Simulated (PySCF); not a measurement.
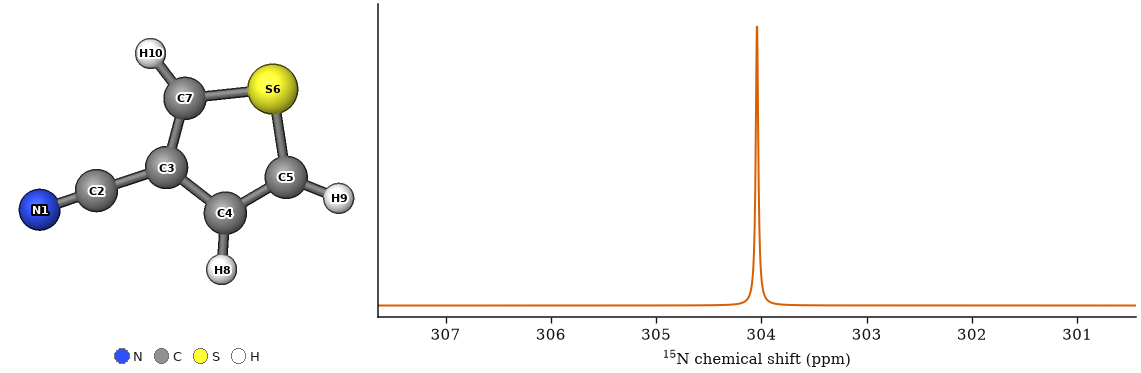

Spectrum and numbered structure of C₅H₃NS, SMILES N#Cc1ccsc1. GIAO shifts, PBE0/6-311+G(2d,p) with PySCF, at a PBE0-D3(BJ)/def2-SVP geometry (no frequency check), against NH₃ for ¹⁵N computed at the same level (¹⁵N: a single molecule, while the usual scales start at liquid NH₃ or nitromethane; multiply bonded nitrogen can come out tens of ppm too deshielded). Gas phase, fully decoupled, line heights follow the number of nuclei, widths are arbitrary (no quadrupolar broadening); values of one conformer, averaged over methyl-type rotors and exact or near symmetry.

Question: Where does the ¹⁵N line lie?

Answer: At 304.0 ppm (N1).
